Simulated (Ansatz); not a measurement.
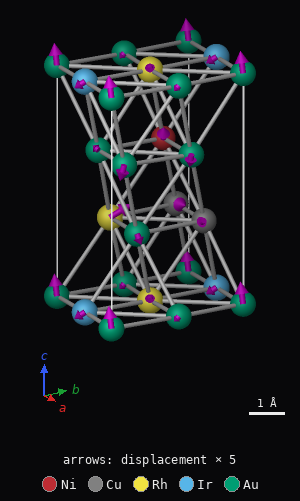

A relaxation of a crystal of Cu2NiIrRh2Au6 (a generated structure, set up in P1) (coarse preliminary run). The starting structure is drawn; purple arrows show the displacements (the part carried along by the change of the cell is left out), 5 times their true length.

A ball-and-stick model of the cell of the calculation, seen slightly off an axis.

Case: elements placed on the fcc lattice at random.

Level of theory: Ansatz 0.2.0, DFT PBE, scalar-relativistic, plane waves, PAW. (plane-wave cutoff 420 eV; k-point mesh 3 × 3 × 2; occupations gaussian; smearing width 0.1 eV; mesh shifted by (0, 0, 0.5); collinear spin; cell and atoms relaxed; force threshold 0.04 eV/Å; at most 50 steps)

Q: What happened in the run?

A: The largest move relative to the cell is that of a Rh atom, 0.15 Å roughly along [2 2 1]. By element the largest moves are Rh 0.15 Å, Au 0.13 Å, Cu 0.12 Å, Ni 0.10 Å, Ir 0.07 Å. The volume changes by +0.3 %, with a 5.591 → 5.627 Å (+0.6 %), b 5.591 → 5.570 Å (−0.4 %), c 6.848 → 6.856 Å (+0.1 %), α 90.0° → 90.1°, β 90.0° → 90.5°. Some distances before and after: Cu–Cu 2.789 → 2.980 Å, Au–Au 2.791 → 2.981 Å, Cu–Rh 2.773 → 2.950 Å, Cu–Rh 2.818 → 2.649 Å. The space group stays P1 (No. 1). The energy falls by 24.0 meV per atom in 4 accepted moves (5 points after the start). Largest force component: 0.7 eV/Å at the start, 0.01 eV/Å at the end. Pressure: 0.91 GPa at the start and −0.01 GPa at the end. The SCF was repeated once at an unchanged geometry on a basis and grid sized afresh for the cell, which shifted the energy by less than 0.05 meV per atom at most.

Limits of the set-up: the k-point mesh is coarse for a cell with partly filled bands.
